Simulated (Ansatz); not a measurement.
## Electronic structure of F5Ti (SMILES [F][Ti-]([F])([F])([F])[F]) (charge −1) in real space

```xyz
6

F    -0.9664   -1.2392    0.9574
Ti    0.0000    0.0000    0.0000
F     1.5278   -0.8232    0.4773
F    -0.8570   -0.4934   -1.5038
F     0.9669    1.2387   -0.9575
F    -0.6713    1.3171    1.0267
```

Geometry: PBE0-D4/def2-TZVPD.

These are results of RKS PBE0-D4/def2-TZVPPD in Ansatz, not measurements.

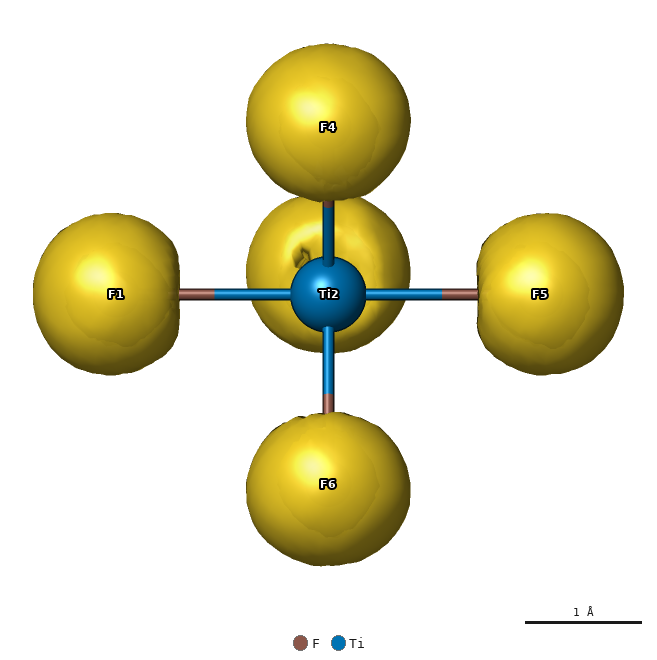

Figure 1. Isosurface of the electron localisation function at 0.8 (yellow), seen from one side. Only the valence region is drawn (cores and ρ < 0.01 e/Å³ removed).

> What do the ELF domains correspond to?

The surface consists of five regions wrapped around F (the valence shell of each).


Ti–F (1.80 Å): the ELF peaks at about 0.80 in the valence shell of F, 0.5 Å from its nucleus, and drops to about 0.20 between the two atoms. Ti–F (1.84 Å): the ELF peaks at about 0.85 in the valence shell of F, 0.5 Å from its nucleus, and drops to about 0.20 between the two atoms.

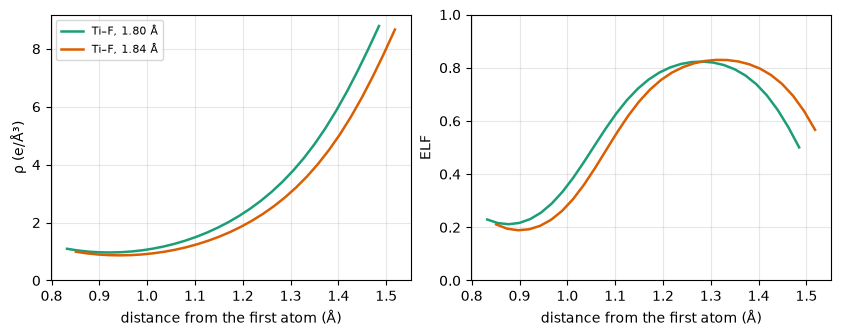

Figure 2. Electron density and ELF along straight lines between neighbouring atoms. The curves leave out the atomic cores.

> What can be read from the curves?

Ti–F (1.80 Å): ρ at the midpoint is about 0.97 e/Å³; the ELF peaks at about 0.80 in the valence shell of F, 0.5 Å from its nucleus, and drops to about 0.20 between the two atoms.
Ti–F (1.84 Å): ρ is about 0.88 e/Å³ halfway; the ELF peaks at about 0.85 in the valence shell of F, 0.5 Å from its nucleus, and drops to about 0.20 between the two atoms.

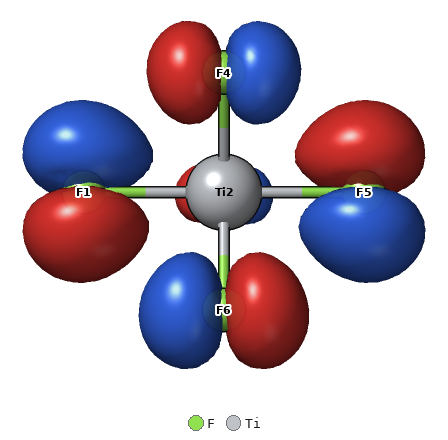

Figure 3. The HOMO at ±0.1 Å⁻³ᐟ² (red and blue are the two phases), seen from one side.

> Where does this orbital lie, and at what energy?

Its weight (Hirshfeld) is mainly on F1 (about 30 %), F5 (about 30 %), F6 (about 25 %) and F4 (about 10 %); largely a combination of lone pairs on F1, F5, F6 and F4. It is one of a degenerate set, so its orientation is arbitrary. Its energy is −5.56 eV.
